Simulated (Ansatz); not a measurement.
The figure comes from a scan of BN (zinc blende): the crystal slips on the {111} plane, glide cut by s times a lattice vector of 4.42 Å, atoms relaxing along the normal only, γ being the energy change per area. The numbers are results of r2SCAN (plane waves to 500 eV, PAW, scalar-relativistic; Ansatz, a quantum-chemistry and plane-wave program), not measurements. k mesh 12×12×5 (Γ-centred), Fermi-Dirac smearing 0.05 eV. Stress and pressure are positive under compression. Some relaxations began with atoms very close together and may have settled on another branch. Faults lie only 6.3 Å apart, and holding the cell height raises γ above its relaxed value. BN was relaxed with its symmetry unable to fall. 

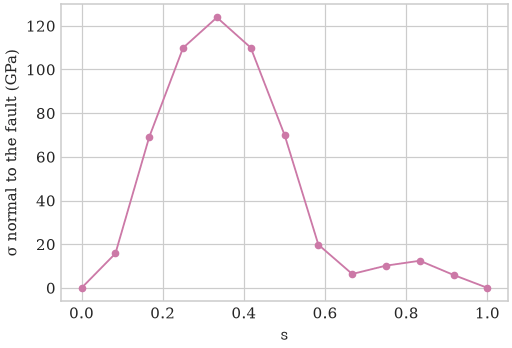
Figure: σ normal to the fault (GPa) against s; computed points joined by lines (the last repeats the first, one period on).

Question: Turn the plot into a table (rounded to what can be read).

Answer: To the nearest 2:

```
s      σ normal to the fault (GPa)
-----  ---------------------------
0.000                            0
0.083                           16
0.167                           70
0.250                          110
0.333                          124
0.417                          110
0.500                           70
0.583                           20
0.667                            6
0.750                           10
0.833                           12
0.917                            6
```

(The slope of γ gives the shear force per area between the displaced halves; near zero shift its curvature is an elastic stiffness.)
